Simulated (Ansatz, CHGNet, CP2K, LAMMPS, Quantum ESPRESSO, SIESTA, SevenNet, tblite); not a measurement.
# SIESTA runs on Zn2+ BF4- in dimethoxyethane and tetrahydrofuran at 400 K (85 atoms)

How do the settings of SIESTA change the result for Zn2+ BF4- in dimethoxyethane and tetrahydrofuran at 400 K (85 atoms)? A plane-wave run serves as the yardstick.

Main program and level: SIESTA 5.4.2; the method is named at each step.

### Step 1. Starting point

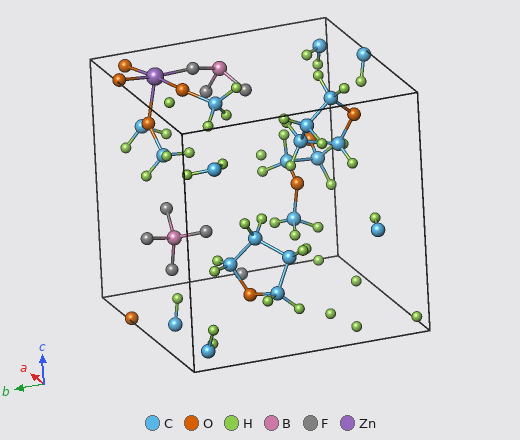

The starting structure, seen from a free direction (carbon blue, oxygen orange, hydrogen green, boron pink, fluorine grey, zinc purple). Bonds to atoms that aren't drawn are left out. Some periodic images of atoms are drawn too.

The cell holds 85 atoms: 20 C, 8 O, 46 H, 2 B, 8 F and 1 Zn. Cell: a = 9.806 Å, b = 9.806 Å, c = 9.806 Å, α = 90.0°, β = 90.0°, γ = 90.0°. 3 dimethoxyethane, 2 tetrahydrofuran, 1 Zn2+, 2 BF4- placed at random, at 1.15 g/cm³; overlaps pushed apart, then 10 ps at 550 K with stiff harmonic cages for PF6 and BF4 with UFF radii; divalent ions of Li, Roberts, Chakravorty and Merz (J. Chem. Theory Comput. 9, 2733 (2013)); MMFF94 bonds, angles, torsions, charges and radii (Halgren, J. Comput. Chem. 17, 490 (1996)) in harmonic and 12-6 forms; charges of ions scaled by 0.8. Snapshot after 30 ps at 400 K and fixed volume.

The yardstick, on the same geometry:

| Item | Value |
| --- | --- |
| method | Kohn-Sham DFT, PBE, SSSP efficiency 1.3.0 pseudopotentials, plane waves (Quantum ESPRESSO 7.5); sssp-pbe-1.3.0-efficiency, cutoffs 60/480 Ry, Γ point |
| r.m.s. force component | 1.053 eV/Å |
| longest force | 4.129 eV/Å |
| pressure | 5.656 GPa |
| gap (highest filled to lowest empty level) | 3.953 eV |
| time | 92 s on 2 MPI ranks of Arm Neoverse V2, shared host |
| CPU time | 3.1 min |

### Step 2. PBE, DZP, shift 0.01 Ry, mesh 500 Ry

Method: Kohn-Sham DFT, PBE, PseudoDojo 0.4.1 norm-conserving pseudopotentials (converted to PSML), numerical atomic orbitals (DZP), diagonalisation.

The .psml files are PseudoDojo norm-conserving potentials that we converted to this format, checked against plane waves on the same files for H, C, O, Si, Ge and Ca alone.

Contents of input.fdf:

```
SystemLabel cell
NumberOfAtoms 85
NumberOfSpecies 6
%block ChemicalSpeciesLabel
  1 6 C
  2 8 O
  3 1 H
  4 5 B
  5 9 F
  6 30 Zn
%endblock ChemicalSpeciesLabel
LatticeConstant 1.0 Ang
%block LatticeVectors
  9.80591 0.00000 0.00000
  0.00000 9.80591 0.00000
  0.00000 0.00000 9.80591
%endblock LatticeVectors
PAO.BasisSize DZP
PAO.EnergyShift 0.01 Ry
XC.Functional GGA
XC.Authors PBE
MeshCutoff 500 Ry
%block kgrid_Monkhorst_Pack
  1 0 0 0.0
  0 1 0 0.0
  0 0 1 0.0
%endblock kgrid_Monkhorst_Pack
SolutionMethod diagon
OccupationFunction FD
ElectronicTemperature 580 K
SCF.Mixer.Method Pulay
SCF.Mixer.Weight 0.15
SCF.Mixer.History 8
SCF.Mix Hamiltonian
MaxSCFIterations 300
SCF.DM.Tolerance 1e-04
SCF.H.Tolerance 1.0e-3 eV
WriteForces T
Write.HirshfeldPop T
Write.VoronoiPop T
Write.DM F
Write.H F
XML.Write F
AtomicCoordinatesFormat Fractional
%block AtomicCoordinatesAndAtomicSpecies
  0.49430 0.67028 0.91503 1
  0.58372 0.77174 0.96257 2
  0.50089 0.88437 0.02352 1
  0.57155 0.00591 0.98123 1
  0.71746 0.98636 0.99960 2
  0.78197 0.11199 0.96926 1
  0.54233 0.60830 0.84135 3
  0.42789 0.73004 0.85200 3
  0.43436 0.60009 0.98857 3
  0.39539 0.89933 0.99091 3
  0.50995 0.86561 0.12651 3
  0.54515 0.03307 0.88058 3
  0.55318 0.09449 0.05131 3
  0.83564 0.10418 0.87344 3
  0.70382 0.19674 0.97063 3
  0.85987 0.13501 0.04880 3
  0.05630 0.91621 0.05673 1
  0.96201 0.86849 0.96166 2
  0.01264 0.86643 0.82422 1
  0.90581 0.83142 0.71858 1
  0.77047 0.85350 0.77736 2
  0.67268 0.83325 0.67067 1
  0.01421 0.90513 0.15628 3
  0.07455 0.02425 0.03998 3
  0.15344 0.85902 0.04729 3
  0.04922 0.96868 0.80863 3
  0.10066 0.79777 0.80806 3
  0.92425 0.89683 0.63411 3
  0.91493 0.72689 0.66609 3
  0.69200 0.90287 0.58982 3
  0.67722 0.72228 0.66129 3
  0.57043 0.85800 0.70423 3
  0.00455 0.19451 0.45575 1
  0.90856 0.12672 0.53993 2
  0.77652 0.14688 0.50542 1
  0.73089 0.29282 0.53262 1
  0.59376 0.30550 0.48507 2
  0.59857 0.32633 0.33836 1
  0.11215 0.16437 0.46741 3
  0.99244 0.30386 0.47890 3
  0.96863 0.16639 0.35109 3
  0.74163 0.10843 0.39931 3
  0.71331 0.09008 0.57943 3
  0.73482 0.29877 0.64401 3
  0.79899 0.37343 0.48300 3
  0.50032 0.36132 0.30696 3
  0.69313 0.37253 0.30074 3
  0.59040 0.22951 0.28914 3
  0.25766 0.61918 0.41488 1
  0.15933 0.51635 0.34874 1
  0.13136 0.58414 0.21783 1
  0.25743 0.65288 0.18418 2
  0.30067 0.71384 0.30822 1
  0.21542 0.67540 0.50009 3
  0.33328 0.55961 0.46302 3
  0.06416 0.49271 0.40280 3
[... 25 atom lines left out ...]
  0.82157 0.63559 0.95440 5
  0.76755 0.43948 0.84640 5
  0.95569 0.53552 0.79706 5
  0.78137 0.81120 0.96366 6
%endblock AtomicCoordinatesAndAtomicSpecies
```

On the command line:

```console
$ OMP_NUM_THREADS=1 mpirun -np 2 siesta < input.fdf > output.txt
```

Log:

```text
Version         : 5.4.2
reinit: System Name:
reinit: System Label: cell
initatom: Reading input for the pseudopotentials and atomic orbitals ----------
Species number:   1 Atomic number:    6 Label: C
Species number:   2 Atomic number:    8 Label: O
Species number:   3 Atomic number:    1 Label: H
Species number:   4 Atomic number:    5 Label: B
Species number:   5 Atomic number:    9 Label: F
Species number:   6 Atomic number:   30 Label: Zn
Ground state valence configuration (from tables):   2s02  2p02  3d00  4f00
Ground state valence configuration (from tables):   2s02  2p04  3d00  4f00
Ground state valence configuration (from tables):   1s01  2p00  3d00  4f00
Ground state valence configuration (from tables):   2s02  2p01  3d00  4f00
Ground state valence configuration (from tables):   2s02  2p05  3d00  4f00
Ground state valence configuration (from tables):   4s02  4p00  3d10  4f00
---- Processing specs for species: C
GGA--PBE XC_GGA_X_PBE--XC_GGA_C_PBE pb
---- Processing specs for species: O
GGA--PBE XC_GGA_X_PBE--XC_GGA_C_PBE pb
---- Processing specs for species: H
GGA--PBE XC_GGA_X_PBE--XC_GGA_C_PBE pb
---- Processing specs for species: B
GGA--PBE XC_GGA_X_PBE--XC_GGA_C_PBE pb
---- Processing specs for species: F
GGA--PBE XC_GGA_X_PBE--XC_GGA_C_PBE pb
---- Processing specs for species: Zn
GGA--PBE XC_GGA_X_PBE--XC_GGA_C_PBE pb
Semicore shell(s) with  8 electrons included in the valence for Zn
Semicore shell(s): 3s 3p
Fallback to non-perturbative polarization scheme for Zn
Please see the manual if this is not desired in principle
C pseudopotential only contains V_ls up to l=1 -- lmxkb reset.
O pseudopotential only contains V_ls up to l=2 -- lmxkb reset.
H pseudopotential only contains V_ls up to l=1 -- lmxkb reset.
B pseudopotential only contains V_ls up to l=1 -- lmxkb reset.
F pseudopotential only contains V_ls up to l=2 -- lmxkb reset.
Zn pseudopotential only contains V_ls up to l=2 -- lmxkb reset.
Using PAO.SplitTailNorm
[... lines left out ...]
Total number of electrons:   256.000000
[... lines left out ...]
outcell: Cell volume (Ang**3)        :    942.8958
Gamma-point calculation with multiply-connected orbital pairs
Gamma-point calculation with multiply-connected orbital pairs
Folding of H and S implicitly performed
Folding of H and S implicitly performed
new_DM -- step:     1
Initializing Density Matrix...
Attempting to read DM from file... Failed...
DM filled with atomic data:
InitMesh: MESH = 144 x 144 x 144 = 2985984
InitMesh: Mesh cutoff (required, used) =   500.000   596.007 Ry
stepf: Fermi-Dirac step function
        iscf     Eharris(eV)        E_KS(eV)     FreeEng(eV)     dDmax    Ef(eV) dHmax(eV)
   scf:    1   -17516.896122   -18366.706853   -18366.900056  1.886835 -1.031886160.847966
   scf:    2   -18800.013383   -18804.335254   -18804.335254  1.235614 -3.889840 22.098485
   scf:    3   -18812.244126   -18808.491384   -18808.491384  0.092132 -4.408075 16.274631
   scf:    4   -18814.912416   -18813.000876   -18813.000876  0.276905 -4.315178  1.245719
[...]
scf:   11   -18813.311283   -18813.311280   -18813.311280  0.000207 -3.914782  0.003128
   scf:   12   -18813.311281   -18813.311281   -18813.311281  0.000051 -3.915450  0.000518
SCF Convergence by DM+H criterion
max |DM_out - DM_in|         :     0.0000511168
max |H_out - H_in|      (eV) :     0.0005177798
SCF cycle converged after 12 iterations
Using DM_out to compute the final energy and forces
siesta: E_KS(eV) =           -18813.3113
siesta: E_KS - E_eggbox =    -18813.3113
siesta: Atomic forces (eV/Ang):
     1   -1.353586   -0.732287    0.641358
     2   -2.626836    0.314889    0.937146
     3    0.925256   -1.334665   -1.643262
[...]
84    2.250489    0.189312    0.211192
    85   -1.499305    0.356131   -0.744167
----------------------------------------
   Tot   -0.001512    0.002785    0.004528
----------------------------------------
   Max    3.671219
   Res    1.174803    sqrt( Sum f_i^2 / 3N )
----------------------------------------
   Max    3.671219    constrained
Stress tensor Voigt[x,y,z,yz,xz,xy] (kbar):      -55.86      -79.96      -84.90        8.08       -0.82        2.00
(Free)E + p*V (eV/cell)   -18770.0122
Target enthalpy (eV/cell)   -18813.3113
siesta: Program's energy decomposition (eV):
siesta: Ebs     =     -4196.636124
siesta: Eions   =     27880.363128
siesta: Ena     =      4724.741515
siesta: Ekin    =     11614.970838
siesta: Enl     =     -2700.369121
siesta: DEna    =      -173.347480
siesta: DUscf   =        27.716392
siesta: Ex      =     -4126.734268
siesta: Ec      =      -299.926028
siesta: Exc     =     -4426.660297
siesta: Eharris =    -18813.311281
siesta: Etot    =    -18813.311281
siesta: FreeEng =    -18813.311281
siesta: Final energy (eV):
siesta:  Band Struct. =   -4196.636124
siesta:       Kinetic =   11614.970838
siesta:       Hartree =   15860.176976
siesta:         Exch. =   -4126.734268
siesta:         Corr. =    -299.926028
siesta:   Exch.-corr. =   -4426.660297
siesta:  Ion-electron =  -42517.885435
siesta:       Ion-ion =     656.086637
siesta:         Total =  -18813.311281
siesta:         Fermi =      -3.915450
siesta: Stress tensor (static) (eV/Ang**3):
siesta:    -0.034867    0.001247   -0.000515
siesta:     0.001247   -0.049904    0.005044
siesta:    -0.000515    0.005043   -0.052993
siesta: Cell volume =        942.895816 Ang**3
siesta: Pressure (static):
siesta:                Solid            Molecule  Units
siesta:           0.00050015          0.00051298  Ry/Bohr**3
siesta:           0.04592134          0.04709966  eV/Ang**3
siesta:          73.57409842         75.46196848  kBar
    Orbital volume contribution        =          23.563192 eV
    (Free)E + p_basis*V_orbitals       =      -18789.748088 eV
    (Free)Eharris+ p_basis*V_orbitals  =      -18789.748088 eV
Hirshfeld Atomic Populations:
Atom #   charge [q] valence [e]  Species
     1    -0.020816    4.020816  C
     2    -0.070658    6.070658  O
     3     0.021887    3.978113  C
     4     0.014421    3.985579  C
     5    -0.078409    6.078409  O
[...]
7     0.025576    0.974424  H
     8     0.014789    0.985211  H
     9     0.035125    0.964875  H
[...]
18    -0.061669    6.061669  O
[...]
75     0.108948    2.891052  B
    76    -0.130434    7.130434  F
    77    -0.171489    7.171489  F
    78    -0.197956    7.197956  F
[...]
80     0.118272    2.881728  B
[...]
85     0.788165   19.211835  Zn
--------------------
 Total     0.000000
Voronoi Atomic Populations:
Atom #   charge [q] valence [e]  Species
[...]
52    -0.134848    6.134848  O
[...]
64     0.070648    3.929352  C
    65    -0.135071    6.135071  O
    66     0.063313    3.936687  C
[...]
73    -0.007475    1.007475  H
    74    -0.010083    1.010083  H
    75     0.189575    2.810425  B
[...]
80     0.193164    2.806836  B
[...]
83    -0.221891    7.221891  F
    84    -0.191218    7.191218  F
    85     0.866399   19.133601  Zn
--------------------
 Total     0.000000
```

Wall time 89 s (2 MPI ranks of Arm Neoverse V2, shared host); peak memory 1.7 GiB.

Banners, paths, timers and routine set-up lines are dropped from the logs unmarked, and long logs keep their key lines alone; longer cuts are marked.

Against the reference:

```
r.m.s. force component                           : 1.175 eV/Å
r.m.s. difference of force components            : 337.9 meV/Å
longest difference of force vectors              : 953 meV/Å
force difference over r.m.s. force               : 32.09 %
slope of forces against the reference's          : 1.071
correlation of force components                  : 0.9598
gap (highest filled to lowest empty level) : 4.251 eV
gap difference                                   : 0.2979 eV
pressure                                         : 7.357 GPa
pressure difference                              : 1.702 GPa
```

This run lies far from the reference in forces at the same functional.

Length of the force difference by element (eV/Å):

```tsv
element	atoms	mean	most
B	2	0.19	0.25
C	20	0.52	0.81
F	8	0.28	0.38
H	46	0.69	0.95
O	8	0.23	0.31
Zn	1	0.19	0.19
```

Levels nearest the highest filled one (eV from it): -2.26, -2.16, -2.07, -2.05, -2.01, -1.97, -1.75, -1.72, -1.14, -0.68, -0.47, 0.00, 4.25, 4.70, 4.89, 5.42, 5.48, 5.62, 5.67, 5.87, 5.98, 6.14, 6.29, 6.38.

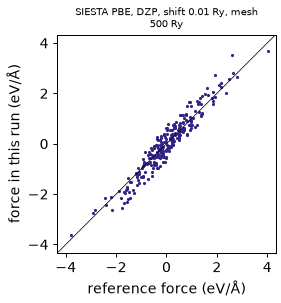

Force components against those of the reference; the line marks equality.

Local excerpt of 10 atoms (numbers count through the whole input) about O34, picked at random; x, y, z are measured from there.

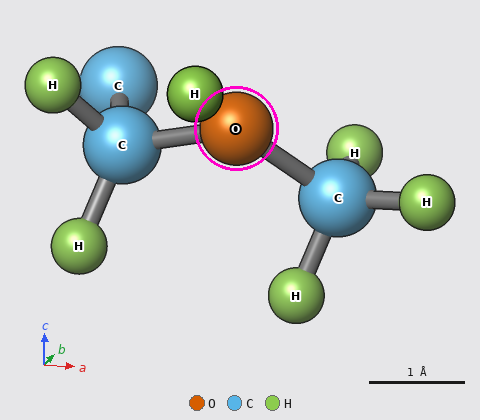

The atoms of the table, within 2.4 Å (arrows a, b, c point along x, y, z); some may hide others; the central atom is ringed.

```tsv
atom	x	y	z	distance (Å)	bonds	Hirshfeld charge (e)	Fx	Fy	Fz (eV/Å)
O34	0.00	0.00	0.00	0.00	2	-0.09	2.82	-1.73	1.59
C35	-1.29	0.20	-0.34	1.35	4	0.01	-2.15	0.40	-1.33
C33	0.94	0.66	-0.83	1.42	4	-0.01	-1.46	-0.05	-0.59
H41	0.59	0.39	-1.85	1.98	1	0.02	0.50	0.56	-0.54
H43	-1.91	-0.36	0.39	1.99	1	0.01	-0.14	-0.55	0.15
H40	0.82	1.74	-0.60	2.01	1	0.02	0.38	0.62	-0.43
H42	-1.64	-0.18	-1.38	2.15	1	0.00	0.75	0.25	0.68
H39	2.00	0.37	-0.71	2.15	1	0.04	0.22	-0.53	0.53
C36	-1.74	1.63	-0.07	2.39	4	0.01	0.00	0.13	-0.79
H28	0.15	-2.25	0.92	2.44	1	0.02	-0.07	1.69	-1.54
```

Forces lie 32 % from the reference's, at 0.97 times its CPU time.

### Step 3. RPBE, PBE potentials, DZP, shift 0.01 Ry, mesh 500 Ry

Method: Kohn-Sham DFT, RPBE, PseudoDojo 0.4.1 norm-conserving pseudopotentials (converted to PSML), numerical atomic orbitals (DZP), diagonalisation.

Changes to input.fdf since step 2:

```diff
@@ -20,3 +20,3 @@
 XC.Functional GGA
-XC.Authors PBE
+XC.Authors RPBE
 MeshCutoff 500 Ry
```

Log:

```text
Version         : 5.4.2
reinit: System Name:
reinit: System Label: cell
initatom: Reading input for the pseudopotentials and atomic orbitals ----------
Species number:   1 Atomic number:    6 Label: C
Species number:   2 Atomic number:    8 Label: O
Species number:   3 Atomic number:    1 Label: H
Species number:   4 Atomic number:    5 Label: B
Species number:   5 Atomic number:    9 Label: F
Species number:   6 Atomic number:   30 Label: Zn
Ground state valence configuration (from tables):   2s02  2p02  3d00  4f00
[... lines left out ...]
SCF Convergence by DM+H criterion
[... lines left out ...]
SCF cycle converged after 12 iterations
[... lines left out ...]
   Max    3.871038
[... lines left out ...]
   Max    3.871038    constrained
Stress tensor Voigt[x,y,z,yz,xz,xy] (kbar):      -64.74      -88.86      -93.10        8.68       -0.97        1.63
[... lines left out ...]
siesta: FreeEng =    -18832.741536
[... lines left out ...]
siesta:         Fermi =      -3.199939
[... lines left out ...]
siesta:          82.23007702         86.46169786  kBar
[... lines left out ...]
    (Free)Eharris+ p_basis*V_orbitals  =      -18809.150019 eV
Hirshfeld Atomic Populations:
Atom #   charge [q] valence [e]  Species
     1    -0.016461    4.016461  C
     2    -0.071683    6.071683  O
     3     0.025128    3.974872  C
     4     0.017685    3.982315  C
     5    -0.079218    6.079218  O
[...]
7     0.025160    0.974840  H
     8     0.013143    0.986857  H
     9     0.034092    0.965908  H
[...]
18    -0.062433    6.062433  O
[...]
75     0.110577    2.889423  B
    76    -0.131522    7.131522  F
    77    -0.173736    7.173736  F
    78    -0.200220    7.200220  F
[...]
80     0.119374    2.880626  B
[...]
85     0.792371   19.207629  Zn
--------------------
 Total     0.000002
Voronoi Atomic Populations:
Atom #   charge [q] valence [e]  Species
[...]
52    -0.137314    6.137314  O
[...]
64     0.074468    3.925532  C
    65    -0.137420    6.137420  O
    66     0.066802    3.933198  C
[...]
73    -0.008708    1.008708  H
    74    -0.011421    1.011421  H
    75     0.191991    2.808009  B
[...]
80     0.195402    2.804598  B
[...]
83    -0.224469    7.224469  F
    84    -0.193498    7.193498  F
    85     0.869080   19.130920  Zn
--------------------
 Total     0.000002
```

Elapsed: 90 s, on 2 MPI ranks; peak memory 1.7 GiB; 3 min of CPU time.

Numbers from this run, and their distance from the reference:

```yaml
r_m_s_force_component: 1.178 eV/Å
r_m_s_difference_of_force_components: 291.4 meV/Å
longest_difference_of_force_vectors: 831 meV/Å
force_difference_over_r_m_s_force: 27.68 %
slope_of_forces_against_the_reference_s: 1.088
correlation_of_force_components: 0.9721
spacing_of_highest_filled_and_lowest_empty_level: 4.373 eV
gap_difference: 0.4197 eV
pressure: 8.223 GPa
pressure_difference: 2.567 GPa
```

Against the first run (32 %), the force difference from the reference is 28 %, at 1.0 times the CPU time; another functional landing nearer a PBE reference means that errors partly cancel.

### Step 4. The ladder

Differences are against the plane-wave reference, forces as r.m.s. over components; share is that over the reference's r.m.s. force, slope the least-squares factor from reference forces to these. Total energies of different programs have different zeros and aren't compared.

```tsv
run	Δ force, r.m.s. (meV/Å)	share (%)	slope	Δ pressure (GPa)	Δ gap (eV)	cores	CPU time	memory (GiB)
reference	-	-	-	-	-	2	3.1 min	2.3
SIESTA PBE, DZP, shift 0.01 Ry, mesh 500 Ry	338	32.1	1.071	1.70	0.298	2	3 min	1.7
SIESTA RPBE, PBE potentials, DZP, shift 0.01 Ry, mesh 500 Ry	291	27.7	1.088	2.57	0.420	2	3 min	1.7
```

CPU time is summed over cores on a shared host, where runs went side by side, so it is rough. Symmetry, cutoffs, thresholds, outputs and thread counts weren't matched or tuned between programs; memory under MPI is the largest rank's times the ranks.

### Step 5. Outcome

- nearest in forces: SIESTA RPBE, PBE potentials, DZP, shift 0.01 Ry, mesh 500 Ry, 28 %
- its CPU time: 3 min

What this shows: The PBE run in local orbitals differs by 32 % (SIESTA PBE, DZP, shift 0.01 Ry, mesh 500 Ry); basis, grid and potentials can all enter. Rows with another functional or a dispersion term differ by 28 % (SIESTA RPBE, PBE potentials, DZP, shift 0.01 Ry, mesh 500 Ry), which mixes the change of model with differences of basis and potentials, some of them made for another functional. None of the electronic-structure runs in the table takes under half the reference's CPU time of 3.1 min; they take 0.97 to 0.98 times as much. At the same functional, the gap of SIESTA PBE, DZP, shift 0.01 Ry, mesh 500 Ry lies 0.30 eV above the reference's 3.95 eV. In pressure, SIESTA PBE, DZP, shift 0.01 Ry, mesh 500 Ry misses by +1.7 GPa, at the same functional. With short bonds to hydrogen, sets of potentials differ among themselves by several per cent in forces even at converged cutoffs, so the reference isn't exact here either. The reference's pressure holds the uncorrected Pulay stress of its 60 Ry basis, so small pressure differences, and their order, may be the reference's own error. The network of contacts between molecules at the start is that of the classical potential that made the cell, and needn't be the one that DFT or experiment would give. The reference's PBE has no dispersion term, which matters for the binding between molecules or layers. The density was typed from a rule of thumb and may lie off the real one at this temperature. The electronic-structure runs sample only Γ, in a cell whose shortest periodic width is 10 Å.

[Also dropped from logs without a mark: logging warnings of Python, and SIESTA's first energy breakdown and zero terms.]

[Logs are printed without paths, hosts, clocks, repeated set-up lines and the standing remarks that a program may print on its own settings, such as how far it seeks lower states.]

[Hosts, paths, dates, database ids (printed as entryN), source tags and the programs' standing remarks are cut or masked in the printed files.]

[The MMFF94 radii named for the starting cell were scaled by 0.96; in molecules described by MMFF94, hydrogen bound to N, O or S took a small fixed 12-6 site in their place.]
